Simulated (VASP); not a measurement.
Band structure of YGa$_{2}$ (space group P6/mmm). All values below come from LDA (Ceperley-Alder, Perdew-Zunger), VASP's LDA PAW potentials (set 64) (plane waves; VASP).

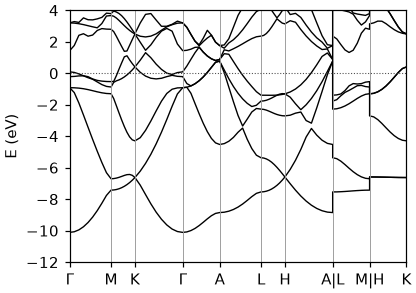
Fig. 1. Bands along high-symmetry lines, zero at the valence-band maximum or, without a gap, the Fermi level

Read the plot: is there a gap, and where are the band edges?

It has no gap at this level: it comes out as a metal or semimetal. (Edges off the drawn lines would not show.)

The structure comes from a measured YGa2 entry (P6/mmm) of the Crystallography Open Database, whose conditions weren't checked. It was relaxed first, which changed the volume by -8 %. The electron count is odd and the run is not spin-polarised, which forces a metal.
